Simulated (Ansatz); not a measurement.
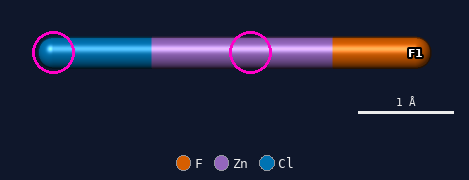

A scan of ZnClF: the Zn2–Cl3 distance is varied, with all other coordinates relaxed. The picture shows the minimum geometry. The ringed atoms are those of the scanned coordinate. The picture is a stick view, seen at a tilt.

Single-point energies from Ansatz with PBE-D4, wB97M-V, PBE0-D4, B3LYP-D4 in the def2-TZVPP basis, on geometries relaxed under the constraint at PBE0-D4/def2-TZVP. Energies are counted from the PBE0-D4/def2-TZVP minimum geometry at the same level.

```xyz
3

F    -1.4967    0.7876   -0.7398
Zn   -0.0934    0.0271   -0.0486
Cl    1.5792   -0.8795    0.7751
```

Q: What energies does the calculation give (the distance: 1.824, 1.897, 2.002, 2.073, 2.126, 2.262, 2.410, 2.566, 2.731, 2.902 Å)?

A: Energies in kcal/mol.

```
distance (Å)  PBE-D4  wB97M-V  PBE0-D4  B3LYP-D4
       1.824    17.9     18.3     17.7      19.2
       1.897     8.1      8.2      7.8       8.9
       2.002     1.2      1.2      1.1       1.5
       2.073     0.0      0.0      0.0       0.0
       2.126     0.4      0.5      0.5       0.2
       2.262     4.8      5.2      5.3       4.4
       2.410    12.8     13.9     14.0      12.4
       2.566    22.7     24.9     24.7      22.5
       2.731    33.5     37.0     36.4      33.6
       2.902    44.1     49.3     47.9      44.5
```

With PBE-D4: of the computed points the lowest is at the distance 2.073 Å, 0.0 kcal/mol. The end points stand at 17.9 kcal/mol (1.824 Å) and 44.1 kcal/mol (2.902 Å). The curvature at the lowest point is about 17 eV/Å² (2.8 mdyn/Å). The well is steeper on the short side, as for any bond. At 2.902 Å the levels give PBE-D4 44.1 kcal/mol, B3LYP-D4 44.5 kcal/mol, PBE0-D4 47.9 kcal/mol, wB97M-V 49.3 kcal/mol.
